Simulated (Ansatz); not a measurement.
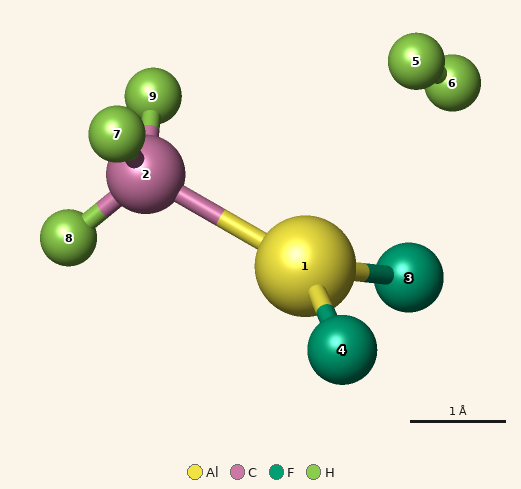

Fig. 1: The input geometry (ball-and-stick view, seen at a tilt; atoms are numbered from 1 in the order of the input). Sticks mark near contacts. Bond lengths as drawn: Al–C 1.95 Å, Al–F 1.67 Å, C–H 1.10 Å and H–H 0.76 Å.

**Nudged elastic band of CH5AlF2**

System: CH5AlF2.
Method: RKS PBE-D4/6-31G* (Ansatz 0.2.0).

It belongs to a series of runs on one base structure; here: band between the two ends. Figures and captions count atoms from 1; the log counts them from 0 in places.

### What the program printed
```
Engine: ansatz 0.2.0, x86_64-unknown-linux-gnu
Functional definition: PBE
  parameter kappa = 0.804
  parameter beta = 0.06672455060314922
  exchange = pbe_x(kappa = kappa, mu = beta*pi^2/3)
  correlation = pbe_c(beta = beta)
855 factors; their error is unknown
mean field evaluation 1: about -13131.8400 eV, gradient 7.0e1 eV
mean field evaluation 2: about -13111.8531 eV, gradient 1.2e2 eV
mean field evaluation 4: about -13141.3311 eV, gradient 7.5e0 eV
mean field evaluation 8: about -13141.4599 eV, gradient 1.1e-1 eV
mean field evaluation 16: about -13141.4209 eV, gradient 2.3e-5 eV
mean field -13141.42088429 eV, -482.9383099225 hartree, gradient 2.3e-5 eV, S^2 0.000000; 0 other end points of the search recorded, 0 dependent functions left out
the calculation of the forces begins
reference -13141.42093157 eV, -482.9383116602 hartree; 21, 21 occupied and 53, 53 virtual orbitals, 855 factors
855 factors; their error is unknown
mean field evaluation 32: about -13141.7604 eV, gradient 4.5e-5 eV
mean field -13141.76036887 eV, -482.9507857510 hartree, gradient 4.5e-5 eV, S^2 0.000000; 0 other end points of the search recorded, 0 dependent functions left out
[... from here on the field's lines of each further geometry are left out, up to the last ...]
NEB iter   1: max|band force component| = 9.209e0 eV/Å  barrier→ = 3.6435 eV  barrier← = 3.9761 eV  Δτ_max = 0.2000 Å  (270 SCF iters)
NEB iter   2: max|band force component| = 2.584e0 eV/Å  barrier→ = 1.5108 eV  barrier← = 1.8434 eV  Δτ_max = 0.2000 Å  (274 SCF iters)
NEB iter   3: max|band force component| = 1.137e0 eV/Å  barrier→ = 1.3888 eV  barrier← = 1.7214 eV  Δτ_max = 0.2000 Å  (252 SCF iters)
NEB iter   4: max|band force component| = 1.024e0 eV/Å  barrier→ = 1.3408 eV  barrier← = 1.6734 eV  Δτ_max = 0.1565 Å  (266 SCF iters)
NEB iter   5: max|band force component| = 8.452e-1 eV/Å  barrier→ = 1.4718 eV  barrier← = 1.8045 eV  Δτ_max = 0.2000 Å  (243 SCF iters)
NEB iter   6: max|band force component| = 8.862e-1 eV/Å  barrier→ = 1.4410 eV  barrier← = 1.7737 eV  Δτ_max = 0.0997 Å  (249 SCF iters)
NEB iter   7: max|band force component| = 7.646e-1 eV/Å  barrier→ = 1.3445 eV  barrier← = 1.6771 eV  CI = image 4  Δτ_max = 0.1638 Å  (244 SCF iters)
NEB iter   8: max|band force component| = 7.214e-1 eV/Å  barrier→ = 1.3923 eV  barrier← = 1.7249 eV  CI = image 4  Δτ_max = 0.1213 Å  (245 SCF iters)
NEB iter   9: max|band force component| = 2.712e-1 eV/Å  barrier→ = 1.4009 eV  barrier← = 1.7335 eV  CI = image 4  Δτ_max = 0.0626 Å  (244 SCF iters)
NEB iter  10: max|band force component| = 1.379e-1 eV/Å  barrier→ = 1.3987 eV  barrier← = 1.7314 eV  CI = image 4  Δτ_max = 0.2000 Å  (248 SCF iters)
NEB iter  11: max|band force component| = 1.378e0 eV/Å  barrier→ = 1.3978 eV  barrier← = 1.7304 eV  CI = image 4  Δτ_max = 0.1003 Å  (252 SCF iters)
NEB iter  12: max|band force component| = 2.841e-1 eV/Å  barrier→ = 1.3976 eV  barrier← = 1.7302 eV  CI = image 4  Δτ_max = 0.0800 Å  (238 SCF iters)
NEB iter  13: max|band force component| = 2.005e-1 eV/Å  barrier→ = 1.3976 eV  barrier← = 1.7302 eV  CI = image 4  Δτ_max = 0.0227 Å  (239 SCF iters)
NEB iter  14: max|band force component| = 1.364e-1 eV/Å  barrier→ = 1.3975 eV  barrier← = 1.7302 eV  CI = image 4  Δτ_max = 0.0232 Å  (224 SCF iters)
the calculation of the forces begins
reference -13141.74925116 eV, -482.9503771827 hartree; 21, 21 occupied and 53, 53 virtual orbitals, 855 factors
855 factors; their error is unknown
mean field evaluation 1216: about -13139.9340 eV, gradient 7.4e0 eV
mean field -13140.02264620 eV, -482.8869256207 hartree, gradient 7.0e-6 eV, S^2 0.000000; 1 other end points of the search recorded, 0 dependent functions left out
the calculation of the forces begins
reference -13140.02269434 eV, -482.8869273896 hartree; 21, 21 occupied and 53, 53 virtual orbitals, 855 factors
NEB iter  15: max|band force component| = 4.130e-2 eV/Å  barrier→ = 1.3975 eV  barrier← = 1.7302 eV  CI = image 4  Δτ_max = 0.0000 Å  (434 SCF iters)
```

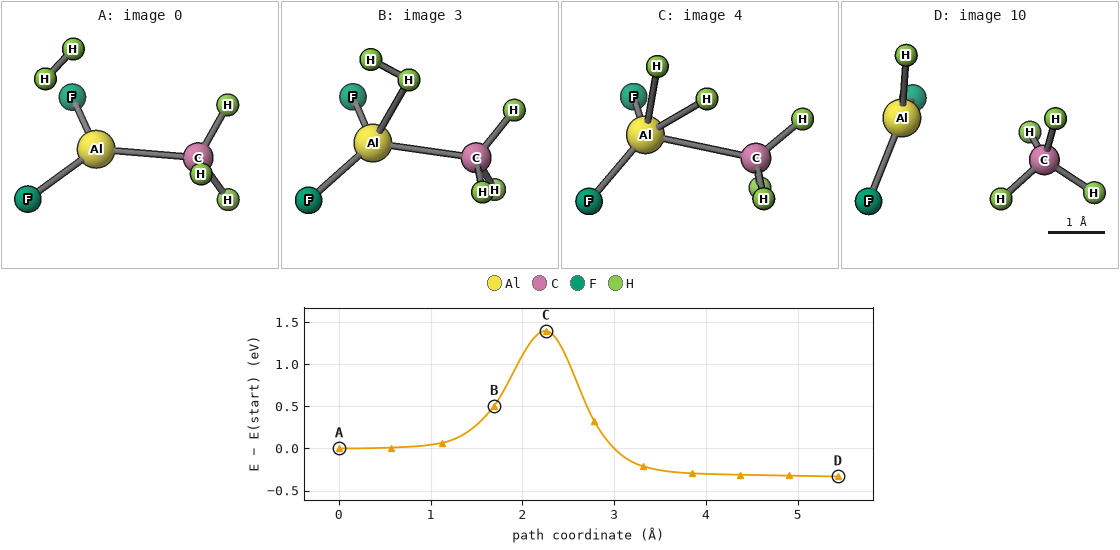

Fig. 2: Images of the last band (counted from 0; ball-and-stick, seen at a tilt) above the energy along the path; the line is a cubic interpolation that uses the forces. The highest image is number 4, 1.398 eV above the start and 1.730 eV above the end (the climbing image); the end lies 0.333 eV below the start. The path is 5.43 Å long. The band converged in 15 iterations.

```
Total energy: -13140.15068984 eV, -482.8916311376 hartree
Atom 0 at    -0.775198    -0.124000    -0.725211 Å, force    -0.002186    -0.001768    -0.004020 eV/Å
Atom 1 at     0.903939     0.219107     0.465318 Å, force     0.004598    -0.000827     0.000762 eV/Å
Atom 2 at    -0.522839    -1.339743    -1.832127 Å, force    -0.000909     0.002412     0.001602 eV/Å
Atom 3 at    -1.541563     1.280328    -1.181028 Å, force     0.000755    -0.001787    -0.000866 eV/Å
Atom 4 at    -0.435474    -0.376189     0.876183 Å, force    -0.000492     0.001281     0.000407 eV/Å
Atom 5 at    -1.455856    -0.749569     0.773495 Å, force    -0.000014     0.000032     0.001094 eV/Å
Atom 6 at     0.943012     0.781043     1.414031 Å, force    -0.000957     0.000121     0.001317 eV/Å
Atom 7 at     1.279166     0.938352    -0.297880 Å, force    -0.000814     0.001083     0.001055 eV/Å
Atom 8 at     1.604815    -0.629329     0.507120 Å, force     0.000019    -0.000547    -0.001351 eV/Å
Dipole moment:     0.351312     0.036183     0.458292 e Å
this run last wrote the band of iteration 15 to [file]
```

### The last band as extended XYZ (Å, eV, eV/Å)
```
9
Properties=species:S:1:pos:R:3:forces:R:3 image=0 energy=-13141.54818
Al   -0.4170    0.1522   -0.8137   -0.0052  -0.0104  -0.0209
C     1.2017    0.4559    0.2225   -0.0060  -0.0012   0.0025
F    -0.7031   -1.2746   -1.6366    0.0091   0.0118   0.0119
F    -1.5496    1.3546   -1.0495    0.0032  -0.0001   0.0069
H    -1.5492   -0.8565    1.2571   -0.0035  -0.0185  -0.0202
H    -1.5826   -1.3958    0.7292    0.0005   0.0203   0.0203
H     1.0067    1.1334    1.0711    0.0041  -0.0022   0.0014
H     1.9876    0.9222   -0.3969   -0.0057  -0.0012  -0.0028
H     1.6057   -0.4914    0.6168    0.0035   0.0015   0.0010
9
Properties=species:S:1:pos:R:3:forces:R:3 image=1 energy=-13141.53841
Al   -0.4130    0.1052   -0.8645   -0.0030   0.0091  -0.0040
C     1.1695    0.4107    0.2252    0.0086   0.0039  -0.0014
F    -0.6829   -1.3199   -1.6918   -0.0040  -0.0052   0.0114
F    -1.5308    1.3124   -1.1439    0.0068   0.0092   0.0016
H    -1.3427   -0.7125    1.2807   -0.0351  -0.0065   0.0061
H    -1.6704   -1.2343    0.8454    0.0061  -0.0228  -0.0030
H     0.8948    0.8828    1.1847    0.0080   0.0084  -0.0050
H     1.8793    1.0887   -0.2787    0.0099   0.0010  -0.0058
H     1.6964   -0.5332    0.4429    0.0027   0.0029   0.0002
9
Properties=species:S:1:pos:R:3:forces:R:3 image=2 energy=-13141.48110
Al   -0.4575    0.0535   -0.8706    0.0556   0.0359  -0.0373
C     1.0979    0.3573    0.2583    0.0612   0.0402  -0.0520
F    -0.6135   -1.3168   -1.8112   -0.0176   0.0062   0.0089
F    -1.6037    1.2380   -1.1337   -0.0121  -0.0122   0.0095
H    -0.9976   -0.6989    1.1679   -0.1195  -0.0791   0.0902
H    -1.6884   -0.9164    0.9525   -0.0981  -0.0583   0.0390
H     0.8323    0.7960    1.2367   -0.0178   0.0206  -0.0569
H     1.7788    1.0668   -0.2394    0.1290   0.0277   0.0150
H     1.6518   -0.5796    0.4394    0.0193   0.0190  -0.0165
9
Properties=species:S:1:pos:R:3:forces:R:3 image=3 energy=-13141.04434
Al   -0.5739   -0.0231   -0.7904    0.5381   0.2558  -0.1697
C     0.9852    0.2841    0.3515    0.2149   0.1875  -0.3068
F    -0.5850   -1.3380   -1.8168   -0.1577  -0.0204   0.0547
F    -1.5851    1.2511   -1.1595   -0.1289  -0.1063   0.0422
H    -0.7576   -0.5343    0.9934   -0.8530  -0.4148   0.3187
H    -1.4913   -0.7965    0.8837   -0.0873  -0.1295   0.3036
H     0.8738    0.7625    1.3444   -0.1876  -0.0276  -0.1938
H     1.5188    1.0087   -0.2784    0.6290   0.1969   0.0410
H     1.6150   -0.6146    0.4719    0.0326   0.0584  -0.0900
9
Properties=species:S:1:pos:R:3:forces:R:3 image=4 energy=-13140.15064
Al   -0.7752   -0.1240   -0.7252   -0.0022  -0.0018  -0.0040
C     0.9039    0.2191    0.4653    0.0046  -0.0008   0.0008
F    -0.5228   -1.3397   -1.8321   -0.0009   0.0024   0.0016
F    -1.5416    1.2803   -1.1810    0.0008  -0.0018  -0.0009
H    -0.4355   -0.3762    0.8762   -0.0005   0.0013   0.0004
H    -1.4559   -0.7496    0.7735    0.0000   0.0000   0.0011
H     0.9430    0.7810    1.4140   -0.0010   0.0001   0.0013
H     1.2792    0.9384   -0.2979   -0.0008   0.0011   0.0011
H     1.6048   -0.6293    0.5071    0.0000  -0.0005  -0.0014
9
Properties=species:S:1:pos:R:3:forces:R:3 image=5 energy=-13141.22579
Al   -1.0115   -0.2161   -0.7159   -0.9570  -0.3659   0.0298
C     0.9213    0.2028    0.5647    0.0744  -0.0780   0.4028
F    -0.4787   -1.3199   -1.8432    0.1732   0.0970  -0.0510
F    -1.5016    1.2986   -1.2026    0.1768   0.0939  -0.0840
H    -0.1138   -0.2482    0.8259    1.2929   0.5176  -0.2034
H    -1.6173   -0.7879    0.6706   -0.6594  -0.1474  -0.4277
H     1.0376    0.8212    1.4608    0.3841   0.1475   0.1972
H     1.1292    0.8791   -0.2947   -0.6009  -0.2477   0.0246
H     1.6348   -0.6297    0.5343    0.1160  -0.0170   0.1116
9
Properties=species:S:1:pos:R:3:forces:R:3 image=6 energy=-13141.75965
Al   -1.1818   -0.2802   -0.7558   -0.1163  -0.0259  -0.0385
C     0.9977    0.2273    0.6409    0.0629   0.0235   0.0464
F    -0.4245   -1.2935   -1.8398    0.0228   0.0097   0.0077
F    -1.4393    1.2978   -1.2286    0.0405   0.0043  -0.0068
H     0.0296   -0.2410    0.9129    0.1047   0.0065   0.0676
H    -1.9199   -0.8721    0.5136   -0.2268  -0.0590  -0.0920
H     1.2150    0.8953    1.4856    0.1389   0.0445   0.0118
H     0.9808    0.8399   -0.2771   -0.1053  -0.0369   0.0049
H     1.7424   -0.5734    0.5482    0.0786   0.0334  -0.0010
9
Properties=species:S:1:pos:R:3:forces:R:3 image=7 energy=-13141.84359
Al   -1.2201   -0.3038   -0.7901   -0.0125   0.0043  -0.0072
C     1.0150    0.2381    0.6813    0.0135   0.0142  -0.0057
F    -0.3805   -1.3551   -1.7717    0.0055  -0.0084   0.0101
F    -1.3366    1.2836   -1.2945    0.0155  -0.0050  -0.0065
H     0.1404   -0.3119    1.0813    0.0010  -0.0110   0.0226
H    -2.1410   -0.8511    0.3756   -0.0231  -0.0004  -0.0126
H     1.3784    0.8711    1.5048    0.0202  -0.0082  -0.0009
H     0.7618    0.9121   -0.1568   -0.0248   0.0010   0.0190
H     1.7827   -0.4830    0.3701    0.0046   0.0134  -0.0188
9
Properties=species:S:1:pos:R:3:forces:R:3 image=8 energy=-13141.86045
Al   -1.1971   -0.3240   -0.8233    0.0162   0.0015  -0.0097
C     0.9863    0.2534    0.7093    0.0076  -0.0034  -0.0117
F    -0.2953   -1.4076   -1.7116   -0.0087   0.0071   0.0095
F    -1.2885    1.2448   -1.3899   -0.0025  -0.0063  -0.0069
H     0.1899   -0.2997    1.2418    0.0044  -0.0032   0.0035
H    -2.1769   -0.8266    0.3127   -0.0048  -0.0038  -0.0004
H     1.5816    0.7711    1.4772   -0.0005   0.0020  -0.0085
H     0.5787    1.0332    0.0388    0.0031   0.0036   0.0212
H     1.6214   -0.4444    0.1448   -0.0147   0.0025   0.0031
9
Properties=species:S:1:pos:R:3:forces:R:3 image=9 energy=-13141.86981
Al   -1.1456   -0.3424   -0.8798   -0.0389  -0.0245   0.0033
C     0.9407    0.2712    0.7592    0.0121  -0.0323  -0.0045
F    -0.2211   -1.3987   -1.7786    0.0235   0.0099  -0.0040
F    -1.2960    1.2237   -1.4367    0.0208   0.0112  -0.0067
H     0.2297   -0.1895    1.4647   -0.0050   0.0196   0.0100
H    -2.1068   -0.8837    0.2543    0.0105   0.0007   0.0071
H     1.7725    0.6992    1.3396    0.0071   0.0038  -0.0038
H     0.4754    1.1075    0.2049   -0.0123   0.0063   0.0088
H     1.3512   -0.4874    0.0723   -0.0178   0.0053  -0.0102
9
Properties=species:S:1:pos:R:3:forces:R:3 image=10 energy=-13141.88081
Al   -1.0865   -0.3481   -0.9382    0.0199   0.0220  -0.0196
C     0.8832    0.2754    0.8131   -0.0155  -0.0044  -0.0173
F    -0.1132   -1.3626   -1.8379   -0.0017  -0.0080  -0.0029
F    -1.2542    1.2238   -1.4750   -0.0056  -0.0032   0.0010
H     0.3300   -0.0930    1.6890    0.0019  -0.0058  -0.0003
H    -2.0457   -0.9266    0.1762   -0.0137  -0.0096   0.0150
H     1.8647    0.6624    1.1279    0.0012   0.0003  -0.0094
H     0.3434    1.1186    0.3427    0.0088  -0.0001   0.0097
H     1.0783   -0.5499    0.1021    0.0047   0.0088   0.0238
```

The run was set up as follows.

### The input
```yaml
crystal:
  periodic: [false, false, false]
  atoms:
    - { symbol: Al, position_ang: [-0.417009, 0.152218, -0.813691] }
    - { symbol: C, position_ang: [1.201666, 0.455883, 0.222462] }
    - { symbol: F, position_ang: [-0.70311, -1.27458, -1.636646] }
    - { symbol: F, position_ang: [-1.54963, 1.354619, -1.04946] }
    - { symbol: H, position_ang: [-1.549245, -0.8565, 1.257113] }
    - { symbol: H, position_ang: [-1.582633, -1.395799, 0.729181] }
    - { symbol: H, position_ang: [1.006666, 1.133394, 1.071076] }
    - { symbol: H, position_ang: [1.987596, 0.922195, -0.396945] }
    - { symbol: H, position_ang: [1.605701, -0.49143, 0.616812] }
basis:
  gaussian: { orbitals: "6-31G*" }
hamiltonian:
  xc: pbe
  dispersion: d4
neb:
  order_check: false
  images: 9
  f_tol: 0.05
  max_iterations: 60
  final_atoms:
    - { symbol: Al, position_ang: [-1.08647821, -0.34806056, -0.93815665] }
    - { symbol: C, position_ang: [0.88323645, 0.2754302, 0.81307612] }
    - { symbol: F, position_ang: [-0.1132397, -1.36263852, -1.83794907] }
    - { symbol: F, position_ang: [-1.25420931, 1.22375956, -1.47501212] }
    - { symbol: H, position_ang: [0.32996164, -0.09295148, 1.68895753] }
    - { symbol: H, position_ang: [-2.04566004, -0.92663463, 0.17623479] }
    - { symbol: H, position_ang: [1.86471514, 0.66236364, 1.12792152] }
    - { symbol: H, position_ang: [0.3433775, 1.1186504, 0.34268727] }
    - { symbol: H, position_ang: [1.07829853, -0.54991862, 0.10214261] }
  initial_path:
    images:
      - { positions_ang: [[-0.417009, 0.152218, -0.813691], [1.201666, 0.455883, 0.222462], [-0.70311, -1.27458, -1.636646], [-1.54963, 1.354619, -1.04946], [-1.549245, -0.8565, 1.257113], [-1.582633, -1.395799, 0.729181], [1.006666, 1.133394, 1.071076], [1.987596, 0.922195, -0.396945], [1.605701, -0.49143, 0.616812]] }
      - { positions_ang: [[-0.50795831, 0.10754672, -0.82791758], [1.14696486, 0.40987282, 0.27605066], [-0.70549921, -1.27067773, -1.70947113], [-1.59518432, 1.33497612, -1.07744261], [-1.30582593, -0.75761838, 1.14452168], [-1.50242938, -1.2765136, 0.77383513], [0.97335881, 1.08684161, 1.12576673], [1.91217224, 0.89015383, -0.35629109], [1.58440323, -0.52458139, 0.65085019]] }
      - { positions_ang: [[-0.59890762, 0.06287543, -0.84214416], [1.09226372, 0.36386264, 0.32963932], [-0.70788842, -1.26677545, -1.78229626], [-1.64073864, 1.31533323, -1.10542522], [-1.06240685, -0.65873677, 1.03193036], [-1.42222576, -1.1572282, 0.81848927], [0.94005162, 1.04028923, 1.18045747], [1.83674848, 0.85811266, -0.31563717], [1.56310546, -0.55773277, 0.68488839]] }
      - { positions_ang: [[-0.68985693, 0.01820415, -0.85637074], [1.03756258, 0.31785246, 0.38322799], [-0.71027762, -1.26287318, -1.85512138], [-1.68629296, 1.29569035, -1.13340782], [-0.81898778, -0.55985515, 0.91933904], [-1.34202213, -1.0379428, 0.8631434], [0.90674443, 0.99373684, 1.2351482], [1.76132473, 0.82607149, -0.27498326], [1.54180769, -0.59088416, 0.71892658]] }
      - { positions_ang: [[-0.78080624, -0.02646713, -0.87059732], [0.98286144, 0.27184228, 0.43681665], [-0.71266683, -1.25897091, -1.92794651], [-1.73184728, 1.27604746, -1.16139043], [-0.57556871, -0.46097354, 0.80674771], [-1.26181851, -0.9186574, 0.90779754], [0.87343724, 0.94718446, 1.28983893], [1.68590097, 0.79403032, -0.23432935], [1.52050992, -0.62403555, 0.75296478]] }
      - { positions_ang: [[-0.87175555, -0.07113841, -0.8848239], [0.9281603, 0.2258321, 0.49040531], [-0.71505604, -1.25506863, -2.00077164], [-1.7774016, 1.25640458, -1.18937304], [-0.33214963, -0.36209192, 0.69415639], [-1.18161489, -0.799372, 0.95245167], [0.84013005, 0.90063207, 1.34452966], [1.61047721, 0.76198915, -0.19367543], [1.49921215, -0.65718693, 0.78700297]] }
      - { positions_ang: [[-0.91470008, -0.12652284, -0.89549045], [0.91917553, 0.23575172, 0.55493947], [-0.59469277, -1.27658261, -1.96820713], [-1.67276314, 1.24987557, -1.24650085], [-0.19972738, -0.30826384, 0.89311662], [-1.35442392, -0.82482453, 0.7972083], [1.04504707, 0.85297839, 1.30120804], [1.35705727, 0.8333214, -0.08640289], [1.41502943, -0.63573327, 0.6500309]] }
      - { positions_ang: [[-0.95764462, -0.18190727, -0.906157], [0.91019076, 0.24567134, 0.61947363], [-0.4743295, -1.29809659, -1.93564261], [-1.56812468, 1.24334657, -1.30362867], [-0.06730512, -0.25443575, 1.09207685], [-1.52723295, -0.85027705, 0.64196492], [1.24996409, 0.8053247, 1.25788641], [1.10363732, 0.90465365, 0.02086965], [1.3308467, -0.61427961, 0.51305883]] }
      - { positions_ang: [[-1.00058915, -0.2372917, -0.91682355], [0.90120599, 0.25559096, 0.6840078], [-0.35396624, -1.31961056, -1.9030781], [-1.46348623, 1.23681757, -1.36075649], [0.06511713, -0.20060766, 1.29103708], [-1.70004198, -0.87572958, 0.48672154], [1.4548811, 0.75767101, 1.21456478], [0.85021738, 0.9759859, 0.12814219], [1.24666398, -0.59282594, 0.37608675]] }
      - { positions_ang: [[-1.04353368, -0.29267613, -0.9274901], [0.89222122, 0.26551058, 0.74854196], [-0.23360297, -1.34112454, -1.87051359], [-1.35884777, 1.23028856, -1.4178843], [0.19753939, -0.14677957, 1.4899973], [-1.87285101, -0.9011821, 0.33147817], [1.65979812, 0.71001733, 1.17124315], [0.59679744, 1.04731815, 0.23541473], [1.16248126, -0.57137228, 0.23911468]] }
      - { positions_ang: [[-1.08647821, -0.34806056, -0.93815665], [0.88323645, 0.2754302, 0.81307612], [-0.1132397, -1.36263852, -1.83794907], [-1.25420931, 1.22375956, -1.47501212], [0.32996164, -0.09295148, 1.68895753], [-2.04566004, -0.92663463, 0.17623479], [1.86471514, 0.66236364, 1.12792152], [0.3433775, 1.1186504, 0.34268727], [1.07829853, -0.54991862, 0.10214261]] }
```

Run as:
```bash
ansatz run input.yaml --threads 2 --pin off --max-ram 3072MiB --backend cpu --events-out ev --progress --plain --runs-dir out
```

### Summary

| quantity | value |
| --- | --- |
| outcome | converged |
| barrier, forward | 1.397 eV |
| barrier, backward | 1.730 eV |
| hardware | 2 threads of Intel Xeon (Sapphire Rapids), 16 GiB of memory available, shared host |
| wall time | 1.8 min (CPU time 3.3 min) |
| peak memory | 0.17 GiB |

### Notes

The order of the saddle point was not checked.
